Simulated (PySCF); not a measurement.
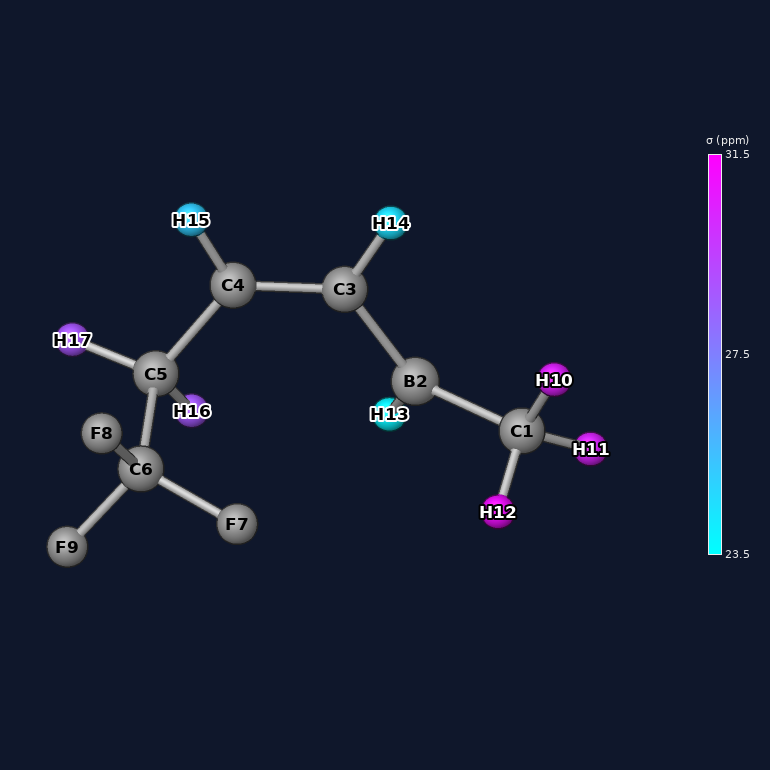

Atoms are coloured by their isotropic NMR shieldings (H only, the others grey). Computed geometry: GFN2-xTB optimisation. No frequency run is at hand to confirm it as a minimum. Level of theory: GIAO PBE0/pcSseg-1 NMR shielding, non-relativistic, gas phase (PySCF 2.14.0).

Q: Which H atom is the most shielded (lowest chemical shift)?

A: H12 (31.01 ppm).

Q: Which H atom is the least shielded (highest chemical shift)?

A: H13 (23.87 ppm).

Q: How wide is the range of H shifts?

A: 7.14 ppm.

List the isotropic NMR shieldings of the H atoms.

```tsv
atom	σ (ppm)
H10	30.45
H11	30.32
H12	31.01
H13	23.87
H14	24.48
H15	25.07
H16	28.66
H17	28.77
```

The geometry is semi-empirical. Around B such bond lengths and angles can be off by a tenth of an ångström or more and by several degrees, and values that hang on the shape move with them.
